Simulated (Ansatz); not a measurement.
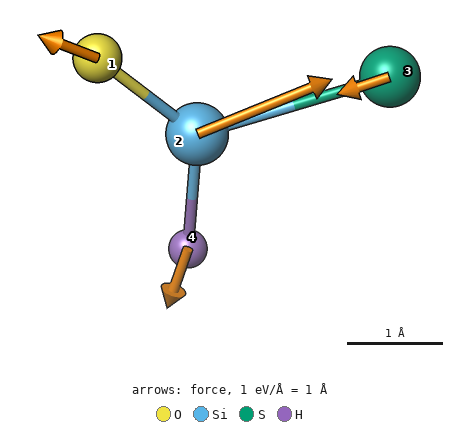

Starting geometry of SiHSO (multiplicity 2) with the computed forces as orange arrows. The picture is a ball-and-stick view, seen from a free direction.

Method: UKS PBE0-D4/def2-TZVP (Ansatz 0.2.0). (force threshold 0.005 eV/Å; at most 200 steps)

> Is this structure relaxed? If not, where do the atoms go?

It isn't relaxed: the largest force vector, on Si2, is 1.55 eV/Å. The final displacements follow the starting forces only in part (cosine between the two patterns 0.73). Over 6 geometry steps the energy falls by 0.043 eV. The largest force component goes from 1.1 to 0.0015 eV/Å. Si2 moves most after the best rigid fit: 0.042 Å. Largest moves by element: Si 0.042 Å, H 0.037 Å, S 0.016 Å, O 0.009 Å. Near-neighbour distances that change, for instance: Si2–S3 2.117 → 2.073 Å, Si2–H4 1.444 → 1.482 Å, O1–Si2 1.504 → 1.518 Å. Among the angles between lasting bonds that change: O1–Si2–H4 131.2° → 127.0°, S3–Si2–H4 107.3° → 110.3°.
